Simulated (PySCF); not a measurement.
Molecule: C2H4BBr, SMILES C(/B)=C/Br. Atoms near the plane z = 1.0 Å, at the PBE0/def2-SVP optimised geometry (x, y, z in Å): B1 (1.1, 0.6, 0.0), C2 (0.2, -0.7, 0.0), C3 (-1.2, -0.7, 0.0), Br4 (-2.3, 0.8, 0.0), H5 (2.3, 0.4, 0.0), H6 (0.6, 1.7, 0.0), H7 (0.6, -1.7, 0.0), H8 (-1.8, -1.6, 0.0).

Method: PySCF 2.14.0 with PBE0/def2-TZVP. The values are rescaled to run from 0 to 1.

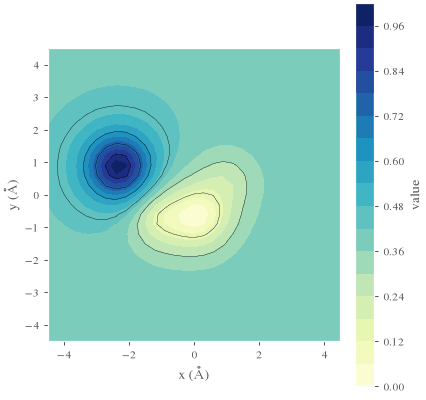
Figure. a field on the plane z = 1.0 Å.

### Question
Which quantity is mapped?
A) electrostatic potential
B) log10 of the electron density
C) electron localisation function
D) an orbital amplitude

### Answer
D, an orbital amplitude. In full: HOMO amplitude (bohr^(-3/2)).
